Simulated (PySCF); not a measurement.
Input

```
{"job": {"kind": "uv", "xc": "CAM-B3LYP", "basis": "def2-SVPD", "nstates": 8, "ntriplets": 3}, "charge": 0, "multiplicity": 1}
C      3.568230    -0.147765    -0.114766
C      2.365262    -0.115702    -0.095839
C      0.969557    -0.085863    -0.069443
P      0.026237     1.175274    -0.775501
C     -1.501977     0.399921    -0.275675
C     -2.743301     0.986209    -0.579150
N     -3.749252     1.474977    -0.833155
C     -1.419362    -0.779675     0.409540
S      0.137303    -1.396519     0.721322
H      4.616436    -0.163646    -0.138061
H     -2.263708    -1.344542     0.764685
```

Command:

```sh
OMP_NUM_THREADS=1 python probes_run.py task.json out
```

Geometry: GFN2-xTB.

Method: PySCF, CAM-B3LYP/def2-SVPD, SCF density, gas phase.

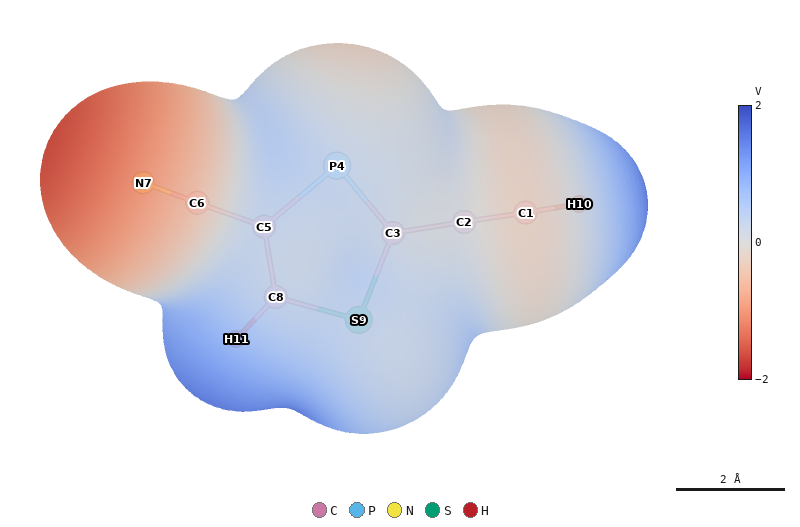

C6H2NPS (SMILES C#Cc1pc(C#N)cs1). The electrostatic potential painted on the density surface at 0.001 e/bohr³, seen at a tilt; red is negative and blue positive.

Q: Which sites attract a positive test charge, and which a negative one?

A: A positive charge is drawn to the negative regions and a negative charge to the positive ones. The most negative region (about −1.6 V) lies over N7, the most positive (about +1.5 V) over C8, S9, H10 and H11. N7 is the likeliest acceptor of a hydrogen bond.

Q: How polar is the molecule by this calculation?

A: Its dipole moment is 4.60 D.
